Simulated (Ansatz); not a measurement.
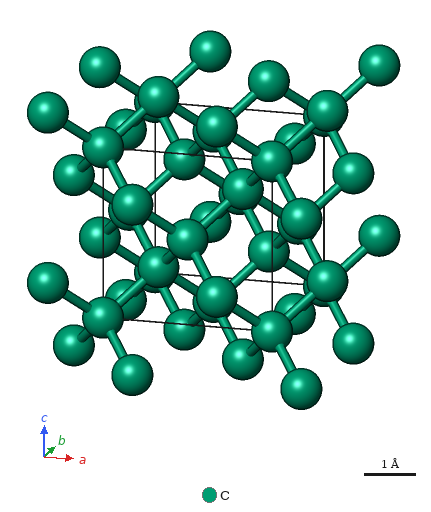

This is the input geometry for a relaxation of crystalline C (built on the diamond type). The picture is a ball-and-stick view of the conventional cell (4 times the calculation's cell), seen slightly off an axis. Lengths and directions refer to the drawn axes.

These are results of DFT, PBE, plane waves, PAW (Ansatz), not measurements.

Input file:
```yaml
crystal:
  lattice:
    - [0.0, 1.7551448183, 1.7551448183]
    - [1.7551448183, 0.0, 1.7551448183]
    - [1.7551448183, 1.7551448183, 0.0]
  atoms:
    - { symbol: C, position: [0.0, 0.0, 0.0] }
    - { symbol: C, position: [0.25, 0.25, 0.25] }
kpoints:
  mp_grid: { grid: [12, 12, 12] }
hamiltonian:
  xc: pbe
scf:
  occupations: { method: fermi_dirac, width: 0.02 }
relax:
  f_tol: 0.005
  cell: {}
```

Where does the relaxation end?

Over 4 accepted moves (6 points after the start) the energy falls by 42.7 meV per cell of the calculation. All forces vanish by symmetry, so only the cell relaxes. The pressure goes from 24.74 to 0.02 GPa. The SCF was repeated twice at an unchanged geometry on a basis and grid sized afresh for the cell, which shifted the energy by 4.6 meV per cell of the calculation at most. The atoms keep their places relative to the cell (all moves are under 0.005 Å). The volume changes by +5.3 %, with a = b = c 3.510 → 3.572 Å (+1.7 %). Among the contacts that change: C1–C2 1.520 → 1.547 Å. The space group stays Fd-3m (No. 227). The run took roughly 6 core-seconds on a shared host.

The structure at the end:

```xyz
2
Lattice="0.0000 1.7858 1.7858 1.7858 0.0000 1.7858 1.7858 1.7858 0.0000" Properties=species:S:1:pos:R:3 pbc="T T T"
C     0.0000    1.7858    1.7858
C     0.8929    0.8929    0.8929
```

The end point in the same view:

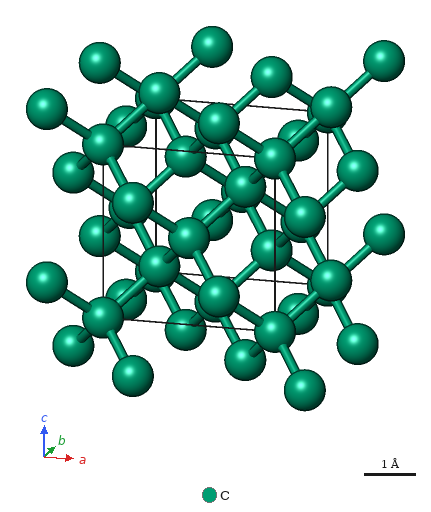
